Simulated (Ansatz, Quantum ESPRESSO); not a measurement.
# Equation of state of fcc Rh

How stiff is fcc Rh under hydrostatic load? Each row relaxes cell and atoms at a set pressure. The phase is followed to these pressures whether or not it stays the stable one.

Calculated with Ansatz 0.2.0, PBEsol, PAW files of the set soft_1, cutoff 600 eV, Fermi–Dirac smearing 0.05 eV, k-mesh 20×20×20, no spin polarisation, no spin-orbit coupling.

Reference cell, relaxed at zero pressure with PBEsol (Fm-3m): a = 2.6729 Å, b = 2.6729 Å, c = 2.6729 Å, α = 60.00°, β = 60.00°, γ = 60.00°.

```
atom       x       y       z
  Rh  0.0000  0.0000  0.0000
```

| V (Å³/atom) | V/V0 | P (GPa) | E − E0 (meV/atom) |
| --- | --- | --- | --- |
| 13.6943 | 1.0141 | −4.000 | 2.4 |
| 13.2859 | 0.9839 | 4.997 | 3.3 |
| 13.0877 | 0.9692 | 10.000 | 12.6 |
| 12.9058 | 0.9557 | 15.001 | 26.7 |
| 12.7376 | 0.9433 | 20.003 | 45.1 |

V0 = 13.5035 Å³ an atom, where the residual pressure P0 is −0.002 GPa. **Question.** Fit the Birch–Murnaghan law and give the pressure and the energy at V = 12.4349 Å³ an atom, a row left out above.

With the Eulerian strain f = ½[(V0/V)^(2/3) − 1] and F = (P − P0)/[3f(1 + 2f)^(5/2)], the third-order law is the line F = B0 + (3/2) B0 (B′ − 4) f.

| f | F (GPa) |
| --- | --- |
| 0.01985 | 304.82 |
| 0.01532 | 302.70 |
| 0.01053 | 300.40 |
| 0.00544 | 297.88 |
| −0.00466 | 293.05 |

A straight line through the 5 rows: the means are 0.009296 for f and 299.77 for F, Σ(Δx)² = 0.0003588 and ΣΔxΔy = 0.1728, so the slope is 0.1728/0.0003588 = 481.55 and the intercept 299.77 − (481.55)(0.009296) = 295.29.

Hence B0 = 295.3 GPa and B′ = 4 + (481.5)/(1.5 × 295.3) = 5.09. For the withheld volume f = 0.02825, F = 308.90 GPa and P = 30.03 GPa, an extrapolation past the fitted rows. The run itself gives 30.01 GPa, so the estimate misses by 0.02 GPa, more than the largest misfit of the fitted rows (0.00 GPa).

Integrating the same law gives E − E0 = (9/2) B0 V0 f²[1 + (B′ − 4) f] + P0(V0 − V), with 1 GPa Å³ = 6.2415 meV: 92.1 meV an atom. The run itself gives 92.1 meV, so the estimate misses by 0.0 meV, a rounding's worth.

The same fit over all rows at other levels or in other programs gives B0 = 296 GPa with PBEsol (Quantum ESPRESSO, GBRV).

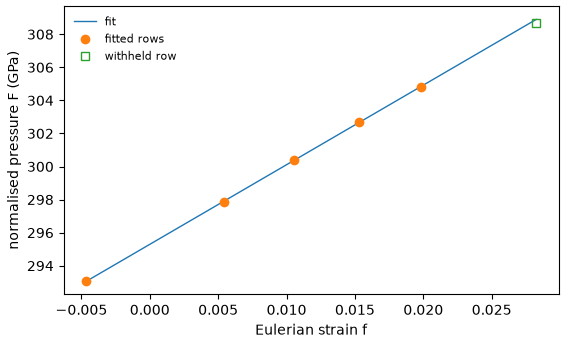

The fitted law, the rows behind it and the withheld row.

[Logs are printed without paths, hosts, clocks, repeated set-up lines and the standing remarks that a program may print on its own settings, such as how far it seeks lower states.]
